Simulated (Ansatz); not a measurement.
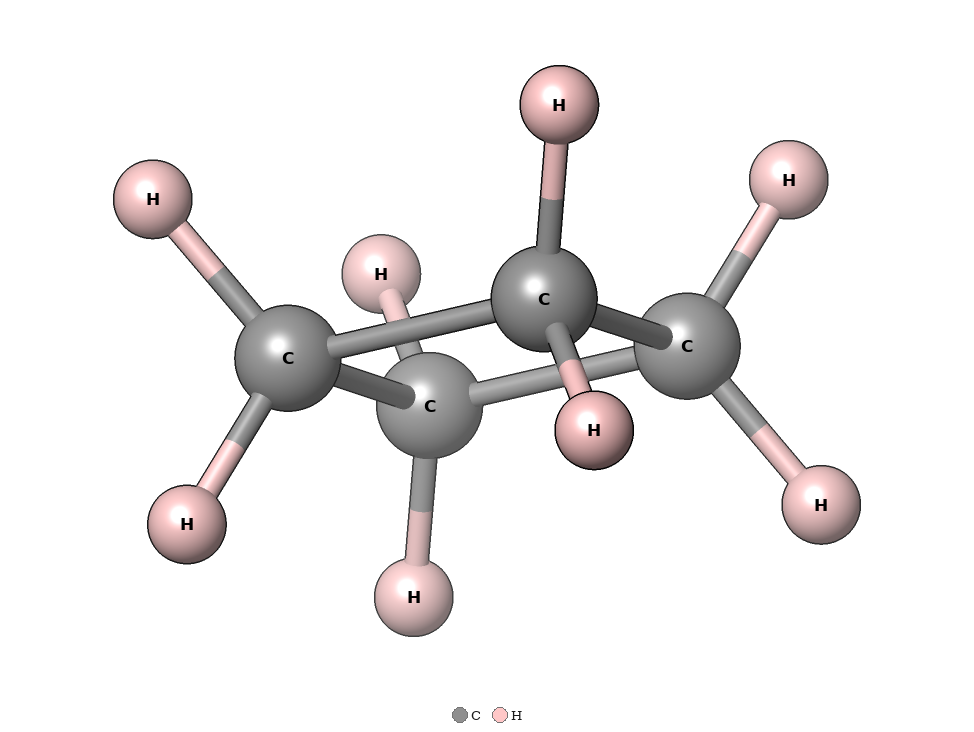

Simulated data, not a measurement (program: Ansatz).

Orthographic view. Distant atoms are faded towards the background colour. Geometry: a fixed input geometry, not necessarily a minimum.

### Write the InChI string.

InChI=1S/C4H8/c1-2-4-3-1/h1-4H2
